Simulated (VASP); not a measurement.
Given:

```yaml
crystal:
  lattice:
    - [4.09033, 0.00000, 0.00000]
    - [0.00000, 4.09033, 0.00000]
    - [0.00000, 0.00000, 4.09033]
  atoms:
    - { symbol: Sc, position: [0.00000, 0.00000, 0.00000] }
    - { symbol: Al, position: [0.00000, 0.50000, 0.50000] }
    - { symbol: Al, position: [0.50000, 0.00000, 0.50000] }
    - { symbol: Al, position: [0.50000, 0.50000, 0.00000] }
```

Method: rev-vdW-DF2, VASP's PBE PAW potentials (set 64) (plane waves; VASP). Numerical set-up: 520 eV cut-off, 9×9×9 Γ-centred mesh, tetrahedra with Blöchl corrections, potentials Sc_sv Al.

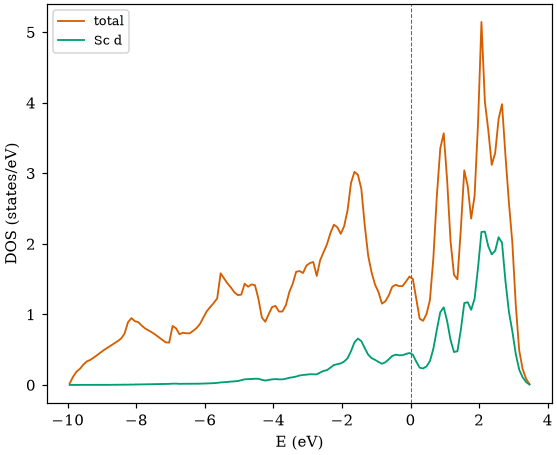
Total and projected density of states, zero at the Fermi level

Within 2 eV below the Fermi level the largest weight inside VASP's projection spheres is Sc d, then Al p.

It has no gap at this level: it comes out as a metal or semimetal.

The compound is Al3Sc in the L1_2 structure. It was relaxed first.
